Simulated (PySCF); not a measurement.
SMILES [CH2]S(C)=O, doublet at its PBE0/def2-SVP optimised geometry (Å):

```
9

C      1.3021    -0.7379     0.0000
S     -0.4342    -0.7379     0.0000
C     -0.7277     1.0619     0.0000
O     -0.9597    -1.2772    -1.2915
H      1.8186    -0.3304     0.8745
H      1.7670    -1.5234    -0.6018
H     -0.3148     1.4698    -0.9321
H     -0.2677     1.5234     0.8848
H     -1.8186     1.1866     0.0247
```

Level of theory: PySCF with unrestricted PBE0/def2-TZVP. Cells within 0.4 Å of a nucleus heavier than hydrogen are left out (blank, or x).

Map of the Laplacian of the electron density (e/bohr⁵), clipped to [-1.50, 1.50] on the plane z = 0.0 Å:

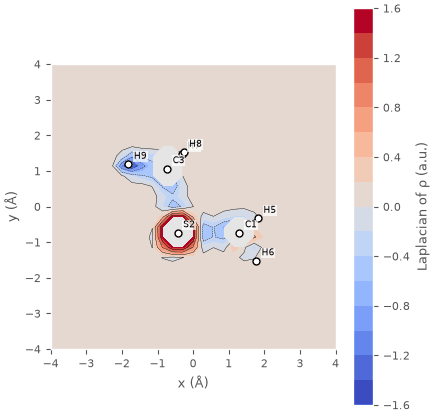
*Laplacian of the electron density (e/bohr⁵), clipped to [-1.50, 1.50] on the plane z = 0.0 Å.*
